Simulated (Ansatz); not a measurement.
# C₂H₆GeS (SMILES S[CH]1[CH2][GeH2]1): what the fields show

Input

```
crystal:
  periodic: [false, false, false]
  atoms:
    - { symbol: S, position_ang: [-1.7676, 0.2418, -1.0807] }
    - { symbol: C, position_ang: [-0.1216, 0.5741, -0.5123] }
    - { symbol: C, position_ang: [0.7209, -0.594, -0.614] }
    - { symbol: Ge, position_ang: [0.278, -0.212, 1.2599] }
    - { symbol: H, position_ang: [-2.3168, 1.35, -0.3472] }
    - { symbol: H, position_ang: [0.362, 1.5776, -0.6924] }
    - { symbol: H, position_ang: [1.8455, -0.3559, -0.7997] }
    - { symbol: H, position_ang: [0.3329, -1.4961, -1.0315] }
    - { symbol: H, position_ang: [-0.7211, -1.3614, 1.7571] }
    - { symbol: H, position_ang: [1.4709, 0.2248, 2.0638] }
basis:
  gaussian: { orbitals: def2-SVP }
hamiltonian:
  xc: pbe0
  dispersion: d4
relax:
  f_tol: 0.015
  max_steps: 40
output:
  orbitals: {}
```

Run with:

```sh
ansatz run input.yaml --threads 2 --pin off --max-ram 3072MiB --backend cpu --events-out ev --progress --plain --runs-dir out
```

The fields are those of the relaxed geometry.

Level of theory: RKS PBE0-D4/def2-SVP (Ansatz 0.2.0).

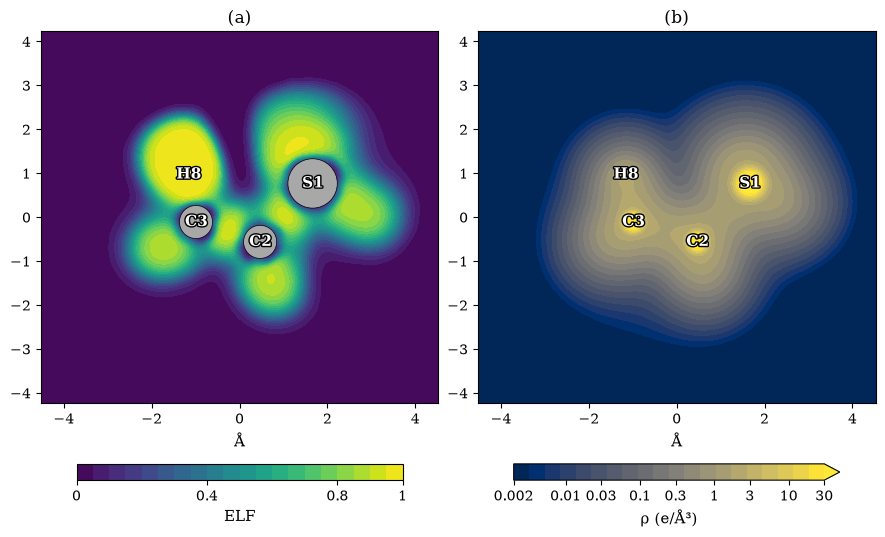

Figure 1. (a) ELF; (b) electron density on the plane of atoms C2, C3 and H8. Grey discs cover the atomic cores in the ELF map.

Question: Describe what can be read from this map.

Answer: The section cuts through S, C and H sites.
C–C (1.53 Å): the density is about 1.6 e/Å³ at the midpoint; the ELF peaks at about 0.95 between the atoms: localised, covalent bonding.
C–S (1.79 Å): ρ is about 1.3 e/Å³ halfway; the ELF peaks at about 0.95 between the atoms, as expected for localised, covalent bonding.
C–H (1.10 Å): ρ at the midpoint is about 1.9 e/Å³; the ELF climbs to about 1 towards the hydrogen, as it does in any bond to H (a covalent bond by its length).
The ELF also peaks beside S1, away from the bonds: lone-pair regions.

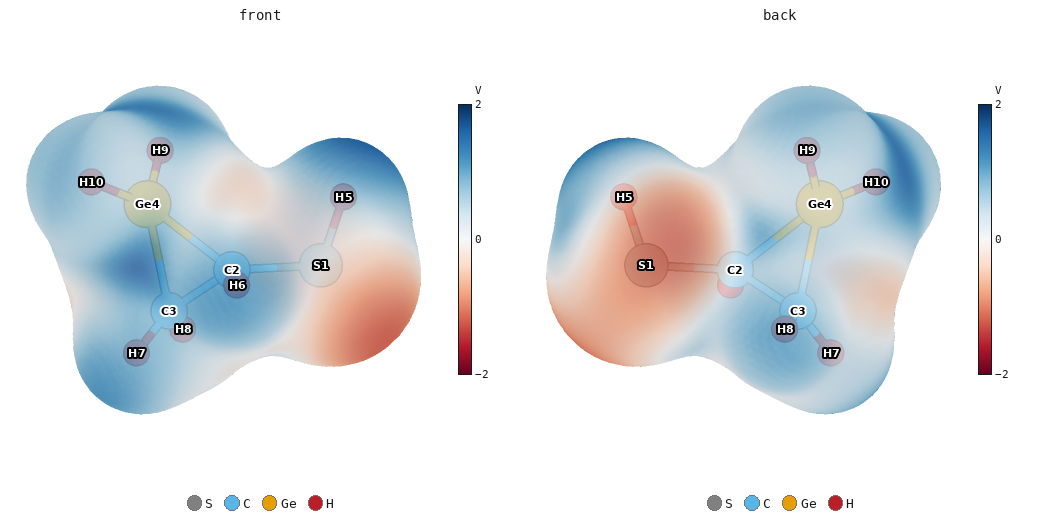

Figure 2. The molecular electrostatic potential painted on the density surface at 0.004 e/bohr³, seen from the front and from behind; red is negative and blue positive.

Question: Where is the surface potential most negative and most positive?

Answer: The most negative region (about −1.2 V, or −28 kcal/mol for a unit charge) lies over S1, the most positive (about +1.6 V, or +37 kcal/mol for a unit charge) over Ge4 and H5.

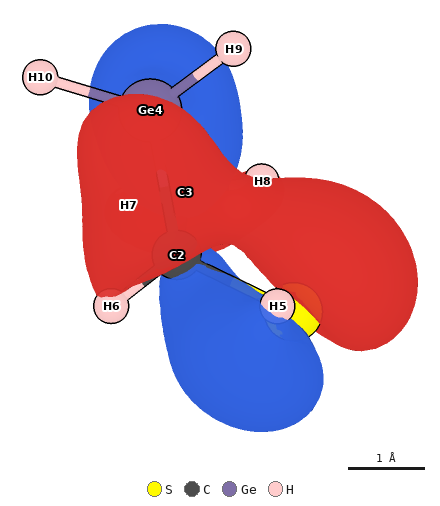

Figure 3. The HOMO−1 at ±0.1 Å⁻³ᐟ² (red and blue are the two phases), seen at an oblique angle.

Question: Where does this orbital lie, and at what energy?

Answer: It lies mainly on S1 (about 50 %), Ge4 (about 15 %), C2 (about 15 %) and C3 (about 10 %). Its energy is −7.52 eV.

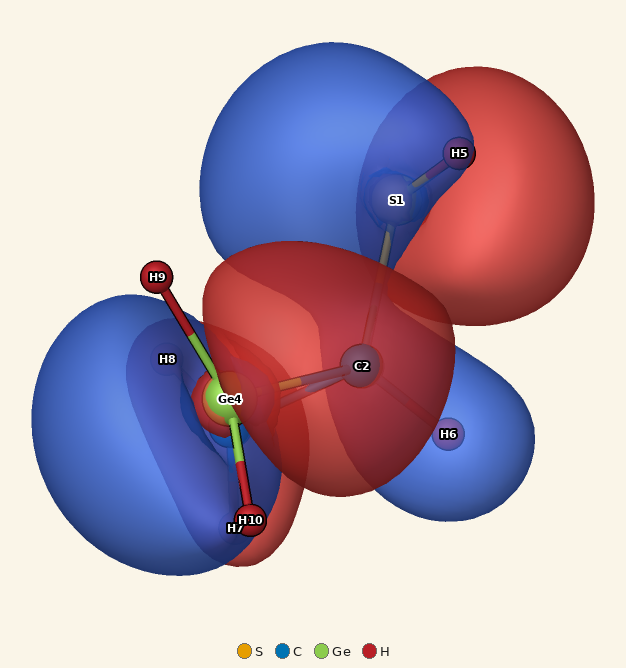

Figure 4. The HOMO at ±0.06 Å⁻³ᐟ² (blue and red are the two phases), seen at an oblique angle.

Question: Describe this orbital and give its energy.

Answer: It lies mainly on S1 (about 40 %), Ge4 (about 25 %), C2 (about 15 %) and C3 (about 10 %). Its energy is −6.04 eV.
